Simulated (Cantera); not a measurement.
A closed system holds: 1 mol CuO, 5.1 mol C, 0.28 mol N2, held at 750 Torr.

These are equilibrium values from Cantera (NASA tables, ideal gas, pure condensed phases), not measurements of a reactor. Candidate condensed phases: C, Cu, CuO, Cu2O; 27 gas species. Equilibrium is a limit: real reactors are often held back by kinetics, nucleation or transport.

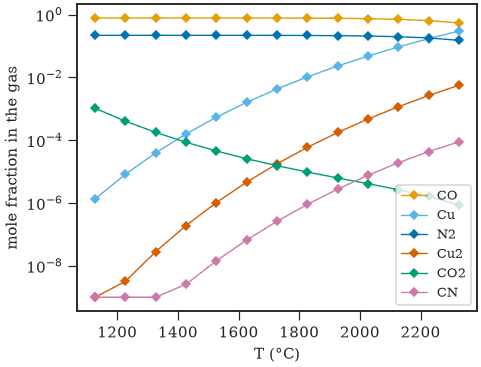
Figure: Equilibrium gas composition (values under 1e-9 drawn at 1e-9)

From 1127 °C to 2327 °C the condensed part is C(graphite) + Cu(l). The main Cu-bearing gas is Cu throughout.
